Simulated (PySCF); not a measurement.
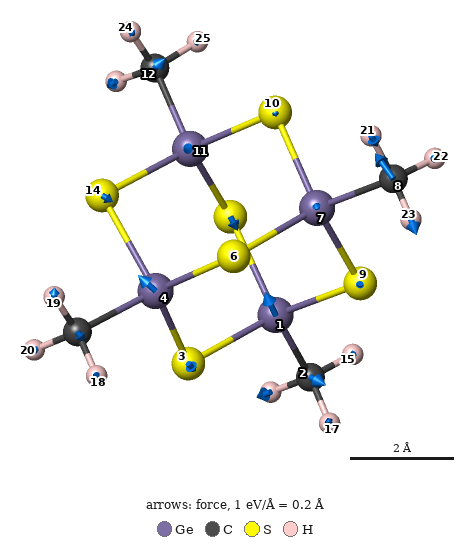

Starting geometry of C$_{4}$H$_{12}$Ge$_{4}$S$_{6}$ with the computed forces as blue arrows. Style: ball-and-stick. Shown at a tilt.

The start comes from GFN2-xTB. Its atoms were then displaced at random by about 0.03 Å.

All numbers below come from PBE0-D3(BJ)/def2-SVP geometry optimisation, gas phase (PySCF 2.14.0, density-fitted response routines). 

Is this structure relaxed? If not, where do the atoms go?

Answer. It isn't relaxed: the largest force vector, on a C atom, is 3.40 eV/Å. The final displacements follow the starting forces only in part (cosine between the two patterns 0.40). The energy falls by 80.1 kJ/mol in 6 geometry steps. An H atom moves most after the best rigid fit: 0.18 Å. Largest moves by element: H 0.18 Å, Ge 0.15 Å, C 0.15 Å, S 0.09 Å. Some distances before and after: Ge–S 2.364 → 2.227 Å, C–Ge 2.019 → 1.935 Å, Ge–S 2.159 → 2.229 Å, C–Ge 1.999 → 1.935 Å. Among the angles between lasting bonds that change: S–Ge–S 117.3° → 111.6°, S–Ge–S 107.0° → 112.6°, H–C–H 104.2° → 109.5°.
